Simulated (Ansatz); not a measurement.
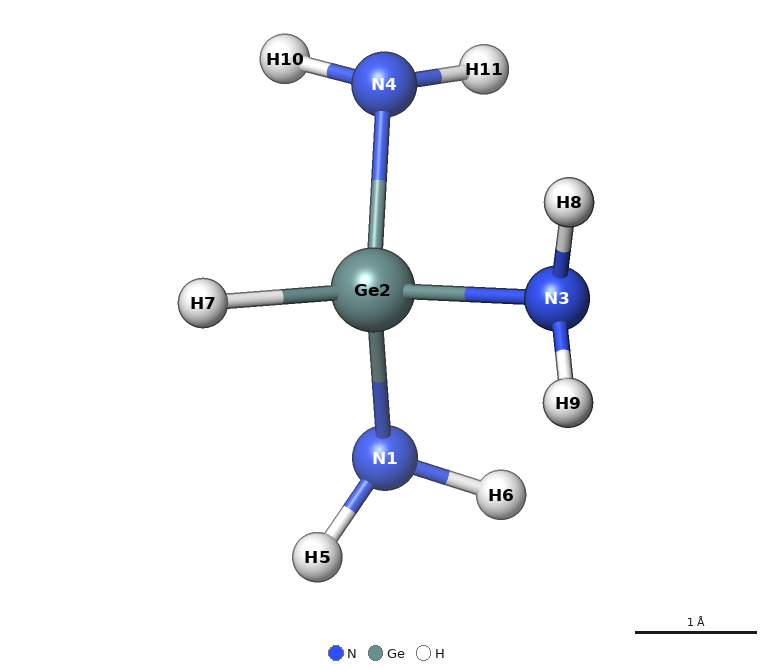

The view is orthographic, and the bar gives the scale. The geometry was computed by an optimisation with PBE-D4/def2-SVP. No frequency run is at hand to confirm it as a minimum.

Reconstruct the coordinates (Å) as seen: x to the right, y up, z towards the viewer, origin at the mean of the atomic positions.

```xyz
11
GeH7N3
N   -0.29  -1.37  -1.04
Ge  -0.39   0.02   0.18
N    1.13  -0.05   1.22
N   -0.30   1.72  -0.54
H   -0.86  -2.19  -0.80
H    0.67  -1.68  -1.24
H   -1.80  -0.09   0.83
H    1.23   0.75   1.86
H    1.22  -0.91   1.77
H   -1.13   1.94  -1.12
H    0.52   1.85  -1.14
```
